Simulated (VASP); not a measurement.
Band structure of InSb (zinc blende). Level of theory: revPBE GGA, VASP's PBE PAW potentials (set 64) (plane waves; VASP).

Unless said otherwise, spin-orbit coupling is left out, though it shifts the bands of the heavy elements here.

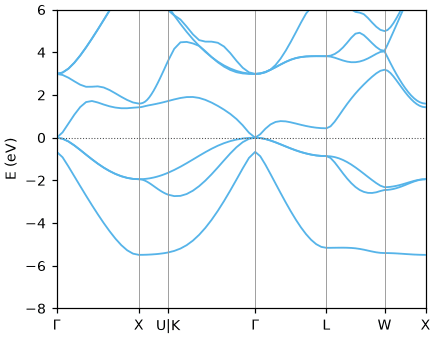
Figure. Bands along high-symmetry lines, zero at the valence-band maximum or, without a gap, the Fermi level

Problem. Read the plot: is there a gap, and where are the band edges?

Solution. It has no gap at this level: it comes out as a metal or semimetal. (Edges off the drawn lines would not show.)

The compound is InSb in the zinc blende structure. It was relaxed first, which changed the volume by +10 %.
